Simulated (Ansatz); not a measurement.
# Hypothetical P6_3/mmc SnSe2, thickness series

Base system: SnSe2 in the 2H-MoS2 type structure (space group P6_3/mmc, No. 194; a hypothetical phase, not in the database extracts checked; layered, stacked along the Cartesian z axis).

```
CELL_PARAMETERS angstrom
      3.76941     0.00000     0.00000
     -1.88470     3.26440     0.00000
      0.00000     0.00000    11.29064
ATOMIC_POSITIONS crystal
  Sn 0.33333 0.66667 0.25000
  Sn 0.66667 0.33333 0.75000
  Se 0.33333 0.66667 0.59689
  Se 0.66667 0.33333 0.09689
  Se 0.66667 0.33333 0.40311
  Se 0.33333 0.66667 0.90311
```

Free-standing slabs (3 atom(s) a layer) normal to the stacking axis with 15 Å of vacuum; in-plane cell relaxed.

Computed with Ansatz (an electronic-structure program), PBEsol-D3(BJ), PAW, cutoff 420 eV, no spin-orbit coupling, earlier PAW set.

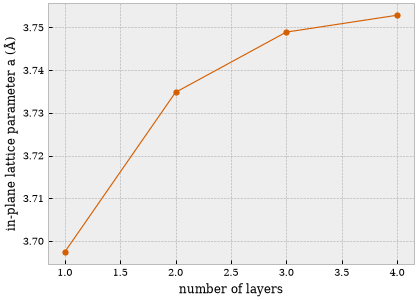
in-plane lattice parameter a against number of layers

From the plot, what is the in-plane lattice parameter a for 2 layers?

About 3.735 Å.

Is the trend monotonic over the range shown?

Yes, it rises throughout, spanning 3.697 Å to 3.753 Å.

No phonon test of stability was made. The final runs are not spin-polarised.
